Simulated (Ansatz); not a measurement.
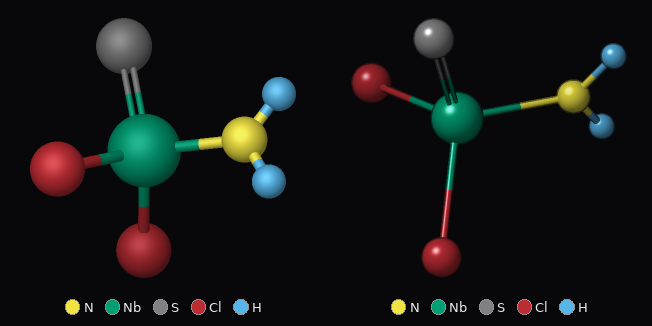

The same structure drawn twice, from different directions.

Charge 0, singlet. Computed geometry: PBE0-D4/def2-TZVP optimisation.

Description:

It has 7 atoms: 2 chlorine, 2 hydrogen, 1 nitrogen, 1 niobium and 1 sulfur (Cl2H2NNbS). As SMILES it reads `[NH2][Nb](=[S])([Cl])[Cl]`. The point group is Cs. Coordination: 1 N trigonal planar; 1 Nb tetrahedral.

The parts below concern this one geometry. Atoms keep their numbers from picture to picture.

Shape

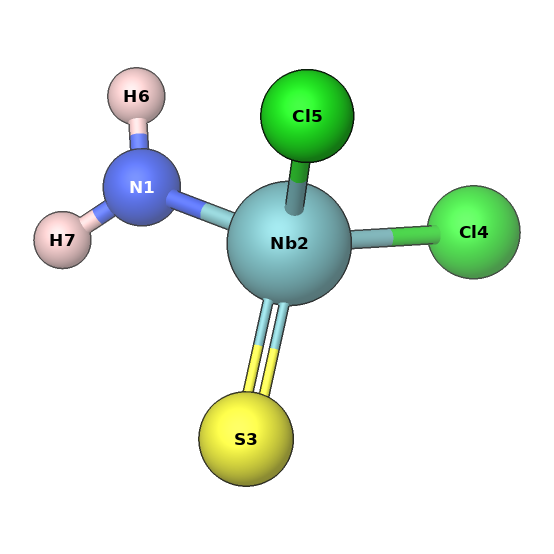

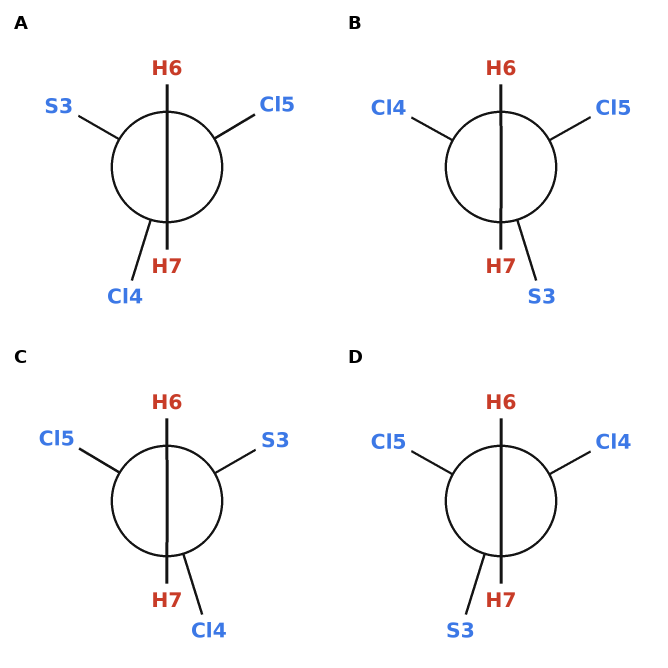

Distant atoms are faded towards the background colour. Bonds that would overlap in a projection are set slightly apart.

Question: Which Newman projection shows the view along N1–Nb2, with N1 in front?

Answer: B. The torsion angle H6–N1–Nb2–Cl4 is −61°, synclinal (gauche).

Charges

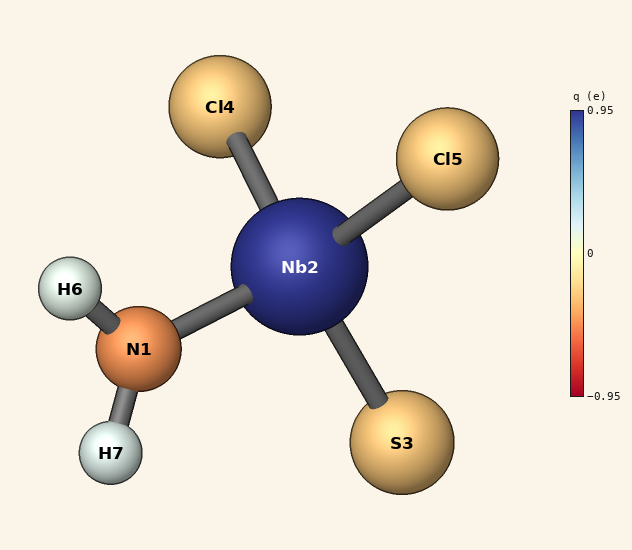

Atoms are coloured by their Mulliken charges. Level of theory: RKS ωB97M-V/def2-TZVPP, core potentials on Nb (Ansatz 0.2.0).

List the Mulliken charges.

```json
{"atom": "N1", "value (e)": "−0.45"}
{"atom": "Nb2", "value (e)": "0.94"}
{"atom": "S3", "value (e)": "−0.27"}
{"atom": "Cl4", "value (e)": "−0.26"}
{"atom": "Cl5", "value (e)": "−0.26"}
{"atom": "H6", "value (e)": "0.15"}
{"atom": "H7", "value (e)": "0.16"}
```

Electronic properties

Level of theory: RKS r2SCAN-D4/def2-TZVPP, core potentials on Nb (Ansatz 0.2.0).

Question: What is the HOMO–LUMO gap?

Answer: 3.70 eV.

Question: What is the dispersion correction?

Answer: −6.1 kJ/mol.

Question: Give the dipole moment at this level.

Answer: 3.39 D.

Question: What is the HOMO energy (Kohn–Sham orbital)?

Answer: −7.17 eV.

Vibrations

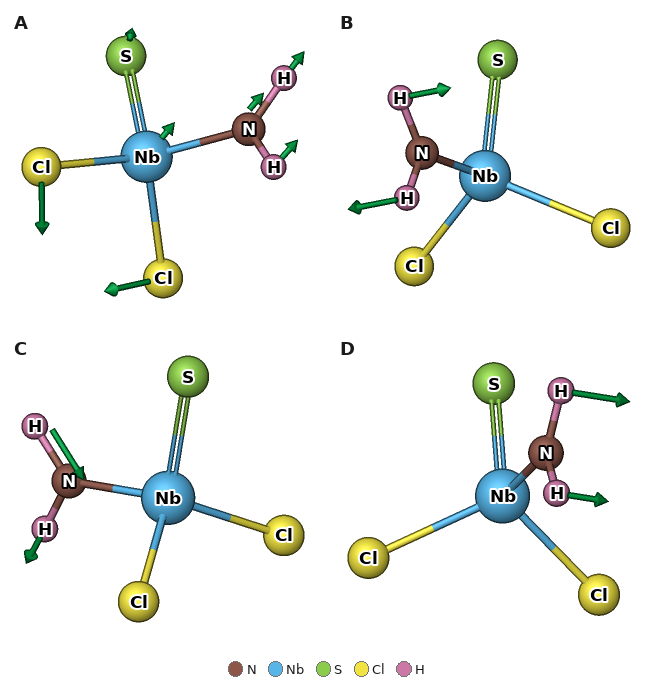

4 normal modes of one molecule or complex, as arrows. Harmonic vibrations computed with RKS PBE0-D4/def2-TZVP, core potentials on Nb (Ansatz 0.2.0) at a stationary point of the same level.

Question: Match the panels to the wavenumbers 110 cm⁻¹, 368 cm⁻¹, 534 cm⁻¹, 3663 cm⁻¹.

Answer: A: 110 cm⁻¹, Cl–Nb–Cl bending
B: 368 cm⁻¹, a torsion or out-of-plane motion in which bond lengths and bond angles hardly change
C: 3663 cm⁻¹, out-of-phase stretching of 2 N–H bonds
D: 534 cm⁻¹, a torsion or out-of-plane motion in which bond lengths and bond angles hardly change

Mulliken values depend strongly on the basis set and can even reverse the polarity of a bond.
